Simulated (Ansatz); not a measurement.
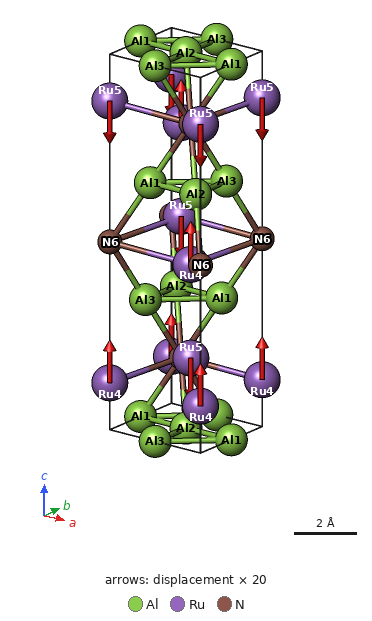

This is a relaxation of a crystal of Al$_{3}$Ru$_{2}$N (a generated structure, set up in R-3m) (coarse preliminary run). The starting structure is drawn; red arrows show the displacements (the part carried along by the change of the cell is left out), magnified 20 times.

A ball-and-stick model of the conventional cell (3 times the calculation's cell), seen slightly off an axis. Lengths and directions refer to the drawn axes.

Computed with Ansatz, DFT PBE, scalar-relativistic, plane waves, PAW.

Input file:
```yaml
crystal:
  lattice:
    - [2.48759713, 1.43621487, 4.13741049]
    - [-2.48759713, 1.43621487, 4.13741049]
    - [0.0, -2.87242974, 4.13741049]
  atoms:
    - { symbol: Al, position: [0.0, 0.5, 0.5] }
    - { symbol: Al, position: [0.5, 0.0, 0.5] }
    - { symbol: Al, position: [0.5, 0.5, 0.0] }
    - { symbol: Ru, position: [0.12476867, 0.12476867, 0.12476867], spin: -1.0 }
    - { symbol: Ru, position: [0.87523133, 0.87523133, 0.87523133], spin: 1.0 }
    - { symbol: "N", position: [0.5, 0.5, 0.5] }
basis:
  ecutwfc: 420
kpoints:
  mp_grid: { grid: [6, 6, 6] }
hamiltonian:
  xc: pbe
scf:
  occupations: { method: gaussian, width: 0.1 }
  lower_state_search: "off"
output:
  forces: true
  stress: true
  eigenvalues: true
  populations: true
magnetization:
  spin_polarized: true
relax:
  adjacent_minimum: "off"
  f_tol: 0.04
  max_steps: 70
  cell: { stress_tol: 0.4 }
```

Launched with:
```bash
ansatz run input.yaml --threads 1 --pin off --max-ram 2560MiB --backend cpu --events-out ev --progress --plain --runs-dir out
```

Atoms of which element are displaced furthest, and by how much?

Ruthenium: up to 0.072 Å, against 0.000 Å for nitrogen.

What happened in the run?

The largest moves relative to the cell, 0.072 Å, are those of Ru4 and Ru5. Ru5 goes along −c. N and Al stay in place. The drawn cell changes as follows: a = b 4.975 → 5.259 Å (+5.7 %), c 12.412 → 9.676 Å (−22.0 %); the volume changes by −12.9 %. Near-neighbour distances that change, for instance: Ru4–N6 4.657 → 3.558 Å, Ru4–Ru5 3.097 → 2.559 Å, Al1–Ru4 2.960 → 2.468 Å, Al1–N6 2.518 → 2.215 Å. The space group stays R-3m (No. 166). Over 8 accepted moves (9 points after the start) the energy falls by 3.420 eV per cell of the calculation. Largest force component: 0.27 eV/Å at the start, 0.002 eV/Å at the end. Pressure: −16.15 GPa at the start and 0.09 GPa at the end. The SCF was repeated once at an unchanged geometry on a basis and grid sized afresh for the cell, which shifted the energy by 3.3 meV per cell of the calculation at most. The program noted that the starting moments weren't kept. The run may lie on a higher electronic state than the lowest, so the end point isn't shown to be the ground-state structure.
